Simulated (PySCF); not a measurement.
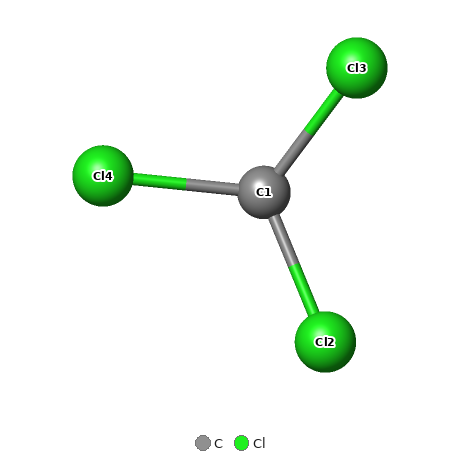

Rigid scan of CCl₃, doublet, from a minimum of the shape that electron-pair counting expects: all bonds to atom 1 scaled (atom 1 is the central atom). PBE0/def2-SVP, PySCF 2.14.0, unrestricted determinant, no spin-orbit coupling; energies counted from the minimum. Splines pass through the computed points, which are marked.

**What does it cost to go to either end of the scan?**

277.0 kJ/mol at 0.88 and 547.6 kJ/mol at 1.35.

**What values does the calculation give?**

In kJ/mol:
| scale of the bond length | PBE0 |
| --- | --- |
| 0.88 | 277.0 |
| 0.92 | 107.4 |
| 0.96 | 23.5 |
| 1.00 | 0.0 |
| 1.04 | 18.1 |
| 1.08 | 63.9 |
| 1.14 | 162.2 |
| 1.22 | 313.6 |
| 1.35 | 547.6 |

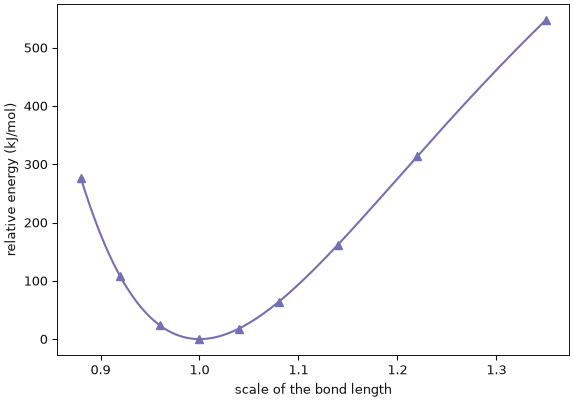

Known limits of this run: double-zeta basis on some or all atoms.
